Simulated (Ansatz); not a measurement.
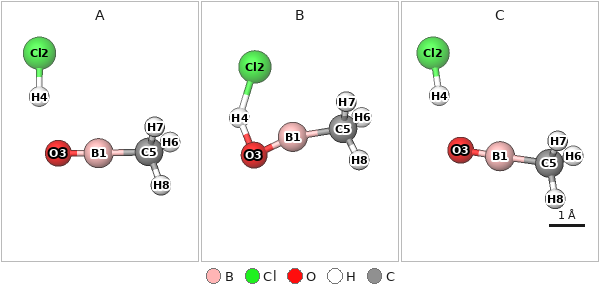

3 geometries from a converged minimum-energy path of CH4BClO, shuffled. Style: ball-and-stick. Shown at a tilt.

These are results of Ansatz 0.2.0, RKS r2SCAN/def2-mTZVP, not measurements. Set-up: 7 movable images; climbing image; force threshold 0.05 eV/Å; iteration limit 60; starting path through a guess of the saddle point.

**Which of them lies highest in energy?**

B. In order along the path, whose images run from 0 to 8: B (image 3, +185.8 kJ/mol), A (image 6, +123.4 kJ/mol), C (image 7, +122.2 kJ/mol). Breaking: B1–Cl2 (1.80 → 2.48 at the top → 4.06 Å), O3–H4 (0.97 → 1.25 at the top → 1.82 Å). Forming: Cl2–H4 (2.68 → 1.58 at the top → 1.31 Å).

The run took 4.6 min on 2 threads of Arm Neoverse V1, on a shared host, peak memory 0.18 GiB.
